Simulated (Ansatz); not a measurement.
Input

```
crystal:
  periodic: [false, false, false]
  atoms:
    - symbol: F
      position_ang: [-1.653172, 0.979027, -2.709226]
    - symbol: In
      position_ang: [-1.251975, 1.106266, -0.499614]
    - symbol: Si
      position_ang: [0.868687, -0.582124, -1.794456]
    - symbol: Sn
      position_ang: [-1.155508, -1.038091, -3.208665]
    - symbol: H
      position_ang: [1.858509, -1.535347, -1.196475]
    - symbol: H
      position_ang: [1.365265, 0.826624, -1.564836]
basis:
  gaussian: {orbitals: def2-TZVPD}
hamiltonian: {xc: pbe0}
output: {forces: true, orbitals: {seedname: orbitals}}
```

Run with:

```sh
ansatz run input.yaml --threads 1 --pin off --max-ram 2610MiB --events-out events.jsonl --progress --plain --runs-dir runs
```

Geometry: r2SCAN-D4/def2-SVP; core potentials replace the inner electrons of In and Sn.

Computed with isolated molecule in a Gaussian basis; Kohn-Sham density functional theory, functional PBE0 in Ansatz 0.2.0.

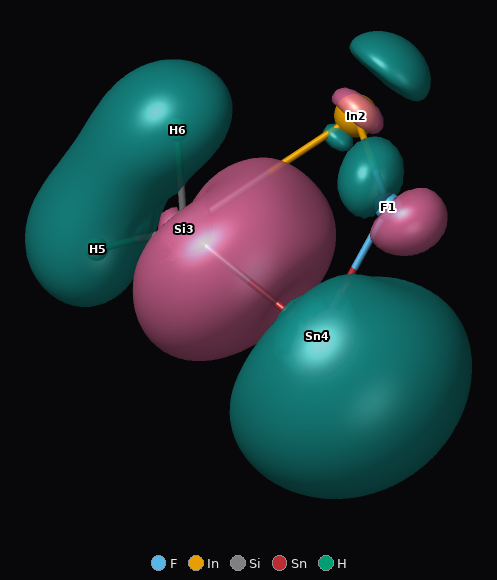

FH2InSiSn. The HOMO−1 at ±0.06 Å⁻³ᐟ² (teal and pink are the two phases), seen at a tilt.

Q: Describe this orbital and give its energy.

A: Its weight (Hirshfeld) is mainly on Sn4 (about 50 %) and Si3 (about 30 %). Its energy is −6.78 eV.
